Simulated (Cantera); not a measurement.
Input: 1 mol TEOS, a varied amount of H2O, equilibrated at 1898.15 K and 10.0 mbar.

These are equilibrium values from Cantera (NASA tables, ideal gas, pure condensed phases), not measurements of a reactor. Candidate condensed phases: C, C6H6, C7H8, C8H18, H2O, Si, SiC, SiO2; 123 gas species. The feed counts by its element totals alone. The tables hold silica as quartz up to 1696 K and as liquid above; real silica turns to tridymite and cristobalite and melts near 1996 K. The numbers say what is thermodynamically allowed, not how fast it happens.

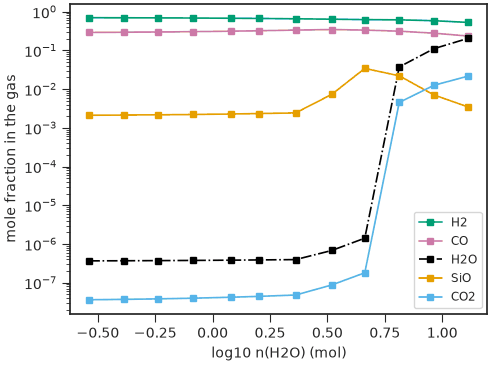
Equilibrium gas composition (values under 1e-9 drawn at 1e-9)

From 0.29 mol H2O to 2.3 mol H2O the condensed part is C(graphite) + SiC(s). From 3.3 mol H2O to 4.6 mol H2O the condensed part is SiC(s). From 6.5 mol H2O to 13 mol H2O the condensed part is SiO2(condensed). The main Si-bearing gas is SiO throughout. The share of Si in condensed phases is highest at 0.29 mol H2O (96.8 %) and lowest at 4.6 mol H2O (19.7 %).
